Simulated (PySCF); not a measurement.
**BH5Se (SMILES [BH3-][SeH2+]): levels of theory compared**

Wanted: a comparison of 6 runs (HF/STO-3G, HF/3-21G, HF/def2-SVP, HF/6-311G**, TPSS/def2-TZVP, MP2/def2-SVP) of BH5Se. 

Program for the calculation: PySCF 2.14.0.

## Step 1: Starting point

BH5Se: 7 atoms, total charge 0, spin state singlet. SMILES: `[BH3-][SeH2+]`. Geometry: relaxed at PBE0-D4/def2-TZVP.

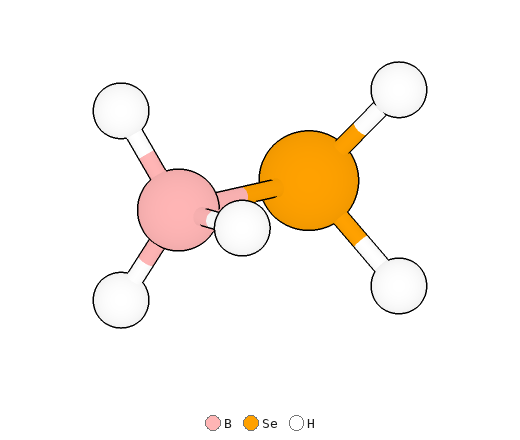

The structure, seen from a chosen angle (boron pink, selenium orange, hydrogen white).

## Step 2: Energy and gradient at HF/STO-3G (run 1)

run.py reads:

```python
import pyscf.grad
from pyscf import gto

mol = gto.M(
    atom='''
B     -1.284825    -0.805968    -0.904045
Se     1.874797     1.466994     0.077668
H     -1.888214    -1.879144     1.003067
H     -0.343174    -2.081533    -2.543004
H     -2.700797     0.814094    -1.659369
H      1.007791     2.678498     2.426786
H      3.450073    -0.321253     1.512348
''',
    unit='bohr',
    verbose=3,
    max_memory=1860,
    basis='sto-3g',
    spin=0,
)

myscf = mol.RHF()
myscf.conv_tol = 1e-10
myscf.kernel()
if not myscf.converged:
    myscf = myscf.newton().run(myscf.mo_coeff, myscf.mo_occ)

e_tot = myscf.e_tot
print('Final energy', e_tot)
grad = myscf.Gradients().kernel()
myscf.analyze()
```

Started as:

```sh
OMP_NUM_THREADS=1 python run.py
```

The log of the run:

```text
converged SCF energy = -2400.78441995242
Final energy -2400.784419952422
--------------- RHF gradients ---------------
         x                y                z
0 B     0.0218186158     0.0117464104     0.0196867411
1 Se    -0.0197503218    -0.0065488604    -0.0313023410
2 H    -0.0083674897    -0.0136502634     0.0224205103
3 H     0.0166990311    -0.0130224629    -0.0222477419
4 H    -0.0142897719     0.0250291337    -0.0106366820
5 H    -0.0022499043     0.0033740177     0.0126129222
6 H     0.0061398407    -0.0069279751     0.0094665913
----------------------------------------------
**** MO energy ****
MO #1   energy= -455.750933393118  occ= 2
MO #2   energy= -58.9107967425189  occ= 2
MO #3   energy= -53.6255251708198  occ= 2
MO #4   energy= -53.6248776727308  occ= 2
MO #5   energy= -53.6237393903932  occ= 2
MO #6   energy= -8.36411543999732  occ= 2
MO #7   energy= -7.31038405011485  occ= 2
MO #8   energy= -6.20342371324151  occ= 2
MO #9   energy= -6.20020292923281  occ= 2
MO #10  energy= -6.19317448035729  occ= 2
MO #11  energy= -1.82420664454846  occ= 2
MO #12  energy= -1.82310587665174  occ= 2
MO #13  energy= -1.81582740707768  occ= 2
MO #14  energy= -1.81268492355201  occ= 2
MO #15  energy= -1.81124812744739  occ= 2
MO #16  energy= -0.917453060243522 occ= 2
MO #17  energy= -0.631646168488825 occ= 2
MO #18  energy= -0.570532117730307 occ= 2
MO #19  energy= -0.468438859424674 occ= 2
MO #20  energy= -0.379800993543382 occ= 2
MO #21  energy= -0.379699758178758 occ= 2
MO #22  energy= -0.361346584596028 occ= 2
MO #23  energy= 0.300257935036198  occ= 0
MO #24  energy= 0.389327529618517  occ= 0
MO #25  energy= 0.472979026092854  occ= 0
MO #26  energy= 0.787226324376211  occ= 0
MO #27  energy= 0.802903576622603  occ= 0
MO #28  energy= 0.812369618998305  occ= 0
 ** Mulliken atomic charges  **
charge of    0B =     -0.15090
charge of    1Se =      0.40152
charge of    2H =     -0.09202
charge of    3H =     -0.09063
charge of    4H =     -0.09063
charge of    5H =      0.01133
charge of    6H =      0.01133
Dipole moment(X, Y, Z, Debye):  3.38549,  1.92444,  2.72805
```

Run time: 1.5 s. Hardware: 1 thread of Intel Xeon at 2.70GHz, shared host; peak memory 0.12 GiB.

## Step 3: Energy and forces at HF/3-21G (run 2)

calc.py reads:

```python
# [BH3-][SeH2+]
import pyscf.grad
from pyscf import gto, scf

mol = gto.M(
    atom=[
    ('B', (-0.679900, -0.426500, -0.478400)),
    ('Se', (0.992100, 0.776300, 0.041100)),
    ('H', (-0.999200, -0.994400, 0.530800)),
    ('H', (-0.181600, -1.101500, -1.345700)),
    ('H', (-1.429200, 0.430800, -0.878100)),
    ('H', (0.533300, 1.417400, 1.284200)),
    ('H', (1.825700, -0.170000, 0.800300)),
],
    verbose=4,
    max_memory=1860,
    basis='3-21g',
    spin=0,
)

mf = scf.RHF(mol)
mf.conv_tol = 1e-10
mf.kernel()
if not mf.converged:
    mf = mf.newton().run(mf.mo_coeff, mf.mo_occ)

etot = mf.e_tot
print('E(%s) = %.9f' % ('HF', etot))
grad = mf.Gradients().kernel()
dip = mf.dip_moment()
pop, q = mf.mulliken_pop()
```

Started as:

```sh
OMP_NUM_THREADS=1 python calc.py
```

The log of the run:

```text
PySCF version 2.14.0

[... 59 lines left out ...]
converged SCF energy = -2415.84958786803
[... 14 lines left out ...]
Dipole moment(X, Y, Z, Debye):  2.87250,  1.68647,  2.13866
[... 49 lines left out ...]
charge of    6H =      0.05600
```

Wall time 1.5 s (1 thread of Intel Xeon at 2.70GHz, shared host); peak memory 0.12 GiB.

Runs 3 to 4 aren't shown in full; the table further down has their settings and results.

## Step 4: Energy and forces at TPSS/def2-TZVP (run 5)

input.py reads:

```python
from pyscf import gto, dft

system = gto.M(
    atom='''
B       -0.679900      -0.426500      -0.478400
Se       0.992100       0.776300       0.041100
H       -0.999200      -0.994400       0.530800
H       -0.181600      -1.101500      -1.345700
H       -1.429200       0.430800      -0.878100
H        0.533300       1.417400       1.284200
H        1.825700      -0.170000       0.800300
''',
    verbose=4,
    spin=0,
    max_memory=1860,
    basis='def2-tzvp',
)

ks = dft.RKS(system, xc='tpss')
ks.conv_tol = 1e-10
ks.grids.level = 5
ks.kernel()
if not ks.converged:
    ks = ks.newton().run(ks.mo_coeff, ks.mo_occ)

etot = ks.e_tot
print('Final energy', etot)
grad = ks.nuc_grad_method().kernel()
ks.analyze()
```

Started as:

```sh
OMP_NUM_THREADS=1 python input.py
```

The log of the run:

```text
PySCF version 2.14.0

[... 109 lines left out ...]
MO #9   energy= -5.6263016232136   occ= 2
[... 19 lines left out ...]
MO #29  energy= 0.11951424344785   occ= 0
[... 19 lines left out ...]
MO #49  energy= 0.698701918351606  occ= 0
[... 19 lines left out ...]
MO #69  energy= 1.47860027916516   occ= 0
[... 19 lines left out ...]
MO #89  energy= 2.40680913705725   occ= 0
[... 19 lines left out ...]
MO #109 energy= 14.4994781168334   occ= 0
[... 119 lines left out ...]
Dipole moment(X, Y, Z, Debye):  2.69619,  1.66461,  1.73960
```

Wall time 51 s (1 thread of Intel Xeon at 2.70GHz, shared host); peak memory 1.1 GiB.

## Step 5: Energy and forces at MP2/def2-SVP (run 6)

mol.xyz reads:

```xyz
7
BH5Se
B     -0.679900    -0.426500    -0.478400
Se     0.992100     0.776300     0.041100
H     -0.999200    -0.994400     0.530800
H     -0.181600    -1.101500    -1.345700
H     -1.429200     0.430800    -0.878100
H      0.533300     1.417400     1.284200
H      1.825700    -0.170000     0.800300
```

run.py reads:

```python
import pyscf.grad
from pyscf import gto, scf, mp

mol = gto.M(
    atom='mol.xyz',
    verbose=3,
    basis='def2-svp',
    max_memory=1860,
)

calc0 = scf.RHF(mol)
calc0.conv_tol = 1e-10
calc0.kernel()
if not calc0.converged:
    calc0 = calc0.newton().run(calc0.mo_coeff, calc0.mo_occ)

pt = mp.MP2(calc0, frozen=10).run()
energy = pt.e_tot
print('Final energy', energy)
grad = pt.Gradients().kernel()
calc0.analyze()
```

Started as:

```sh
OMP_NUM_THREADS=1 python run.py
```

The log of the run:

```text
converged SCF energy = -2427.07661267834
[... 24 lines left out ...]
MO #11  energy= -2.69261149284257  occ= 2
[... 11 lines left out ...]
MO #23  energy= 0.110884577748311  occ= 0
[... 11 lines left out ...]
MO #35  energy= 0.563236562009346  occ= 0
[... 11 lines left out ...]
MO #47  energy= 1.28838033353017   occ= 0
[... 11 lines left out ...]
MO #59  energy= 2.13724814584049   occ= 0
[... 11 lines left out ...]
MO #71  energy= 3.74440272430779   occ= 0
[... 8 lines left out ...]
Dipole moment(X, Y, Z, Debye):  2.92613,  1.77291,  1.99829
```

Wall time 12 s (1 thread of Intel Xeon at 2.70GHz, shared host); peak memory 0.48 GiB.

## Step 6: Overview of the runs

| run | level | integration grid | frozen core orbitals | energy (Eh) | dipole moment (D) of the reference | HOMO energy (eV) | LUMO energy (eV) | wall time |
| --- | --- | --- | --- | --- | --- | --- | --- | --- |
| 1 | HF/STO-3G | – | – | -2400.784420 | 4.75 | -9.83 | 8.17 | 1.5 s |
| 2 | HF/3-21G | – | – | -2415.849588 | 3.96 | -11.27 | 3.18 | 1.5 s |
| 3 | HF/def2-SVP | – | – | -2427.076613 | 3.96 | -11.26 | 3.02 | 6.3 s |
| 4 | HF/6-311G** | – | – | -2427.355885 | 3.87 | -11.25 | 2.66 | 8.7 s |
| 5 | TPSS/def2-TZVP | 5 | – | -2429.333909 | 3.61 | -7.26 | -1.46 | 51 s |
| 6 | MP2/def2-SVP | – | 10 | -2427.437736 | 3.96 | -11.26 | 3.02 | 12 s |

## Step 7: What came out

| quantity | value |
| --- | --- |
| run 6: total energy | -2427.43774 Eh |
| run 6: dipole moment (Hartree–Fock density) | 3.96 D |
| run 6: HOMO energy (Hartree–Fock orbitals) | -11.26 eV |
| run 6: LUMO energy (Hartree–Fock orbitals) | 3.02 eV |
| run 6: HOMO–LUMO gap (Hartree–Fock orbitals) | 14.27 eV |
| run 6: correlation energy (10 core orbitals frozen) | -361.1 mEh |
| run 6: largest force on an atom | 0.568 eV/Å |

Over runs 1, 2, 3, 4, 5 the dipole moment (its size) runs from 3.61 D (TPSS/def2-TZVP) to 4.75 D (HF/STO-3G). The two ends differ in method and basis. Over runs 1, 2, 3, 4, 5 the HOMO–LUMO gap runs from 5.80 eV (TPSS/def2-TZVP) to 18.00 eV (HF/STO-3G). In run 1 the basis is minimal, so the values are rough. All runs together took 81 s, the longest 51 s.
